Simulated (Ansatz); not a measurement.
H₅NSi···PH₃

```xyz
11

Si    0.8203   -0.5958    1.1735
H     1.5032   -1.1661   -0.0206
H     1.2388   -1.4055    2.3417
H     1.2916    0.8007    1.3188
N    -0.9007   -0.5768    1.1147
H     0.8999    1.2156   -1.7062
P    -0.2710    1.0870   -2.4935
H    -1.4358   -1.4237    1.2065
H    -1.3895    0.1087    0.5649
H    -1.0194    2.0045   -1.7117
H    -0.7374   -0.0487   -1.7879
```

All numbers below come from RKS BHLYP-D4/def2-SVP (Ansatz 0.2.0).

### Predict the electron density and electron localisation function between the atoms.

Si–N (1.72 Å): the density is about 1.1 e/Å³ at the midpoint; the ELF peaks at about 0.95 between the atoms; a shared but strongly polarised pair.
N–H (1.01 Å): the density is about 2.8 e/Å³ at the midpoint; the ELF climbs to about 1 towards the hydrogen, as it does in any bond to H: an ordinary covalent bond to hydrogen.
Si–H (1.48 Å): ρ is about 0.76 e/Å³ halfway; the ELF climbs to about 1 towards the hydrogen.

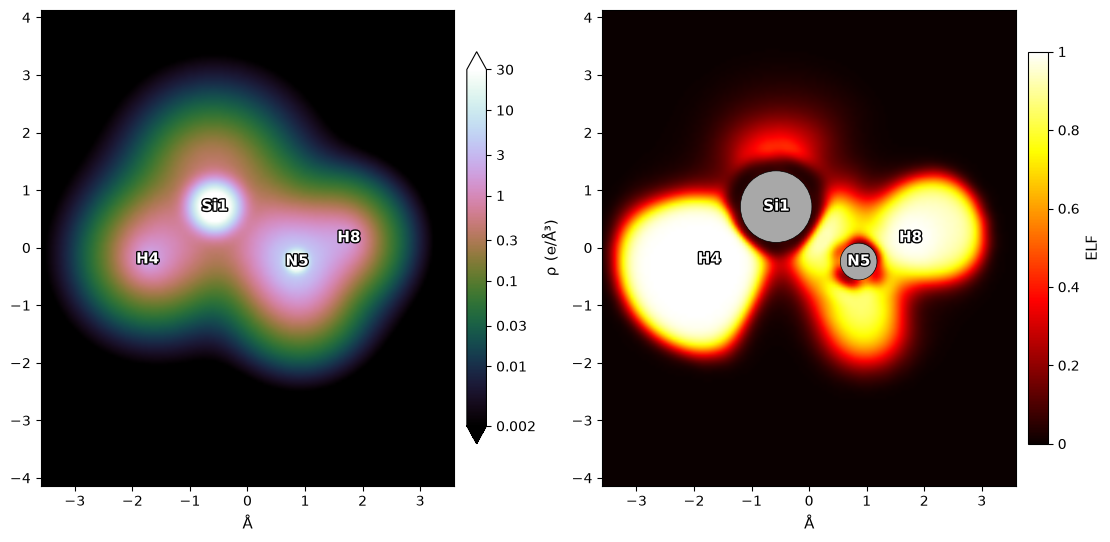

Computed electron density and electron localisation function on the plane of atoms H4, Si1 and N5, in this order. Grey discs cover the atomic cores in the ELF map. 
